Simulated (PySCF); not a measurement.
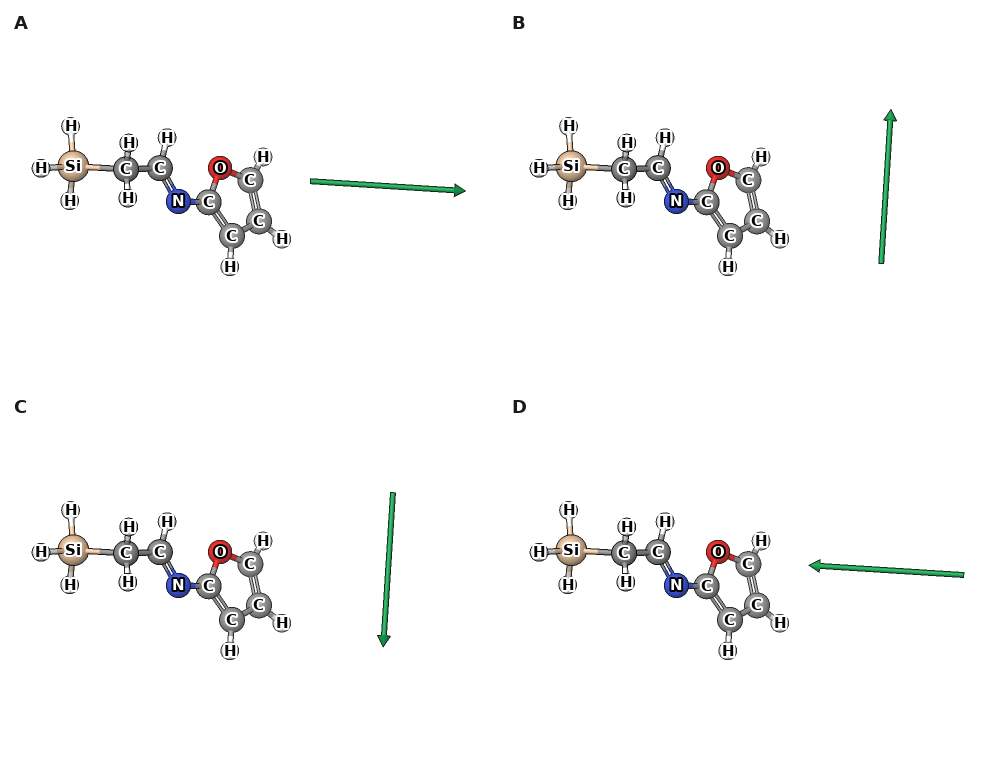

The same molecule four times, each with an arrow. The geometry was computed by an optimisation with GFN2-xTB. No frequency run is at hand to confirm it as a minimum. Properties computed with PBE0/pcSseg-1, gas phase (PySCF 2.14.0).

Which arrow points along the dipole moment, from the negative to the positive end?

Answer. B. The dipole moment is 0.98 D.

The geometry is semi-empirical. Around Si such bond lengths and angles can be off by a tenth of an ångström or more and by several degrees, and values that hang on the shape move with them.
